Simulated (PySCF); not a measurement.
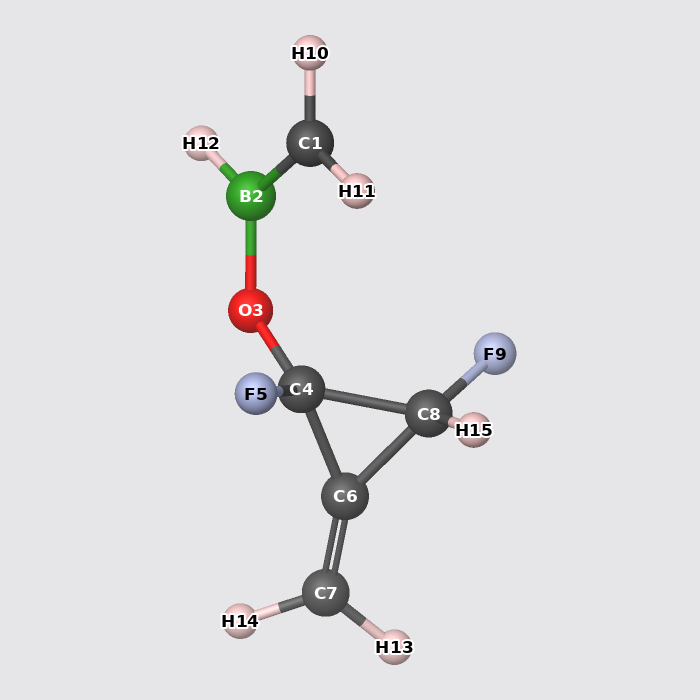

State: neutral, doublet. The computed structure is the end point of a GFN2-xTB optimisation. No frequency run is at hand to confirm it as a minimum. Computed with UKS B3LYP, pcH-1 on B C F H O, non-relativistic (PySCF 2.14.0). Fermi-contact and spin-dipolar terms alone, no spin-orbit part.

Question. Which nucleus has the largest dipolar (anisotropic) hyperfine coupling?

Answer. 13C at C1: principal values −69.3, −68.7, 138.0 MHz.

List the isotropic and dipolar parts for the most strongly coupled nuclei, one of each equivalent set.

| atom | isotope | a_iso (MHz) | dipolar part (MHz) |
| --- | --- | --- | --- |
| C1 | 13C | 59.8 | −69.3, −68.7, 138.0 |
| H10 | 1H | −53.5 | −33.4, −1.6, 35.0 |
| H11 | 1H | −53.0 | −33.2, −1.7, 34.9 |
| O3 | 17O | −7.0 | −19.2, 9.1, 10.1 |
| F5 | 19F | −3.3 | −8.9, −3.9, 12.8 |
| B2 | 11B | −20.3 | −9.3, −1.4, 10.7 |
| F9 | 19F | 3.9 | −5.1, −4.9, 10.0 |
| H12 | 1H | −8.2 | −6.5, −3.4, 10.0 |

The geometry is semi-empirical. Around B such bond lengths and angles can be off by a tenth of an ångström or more and by several degrees, and values that hang on the shape move with them.
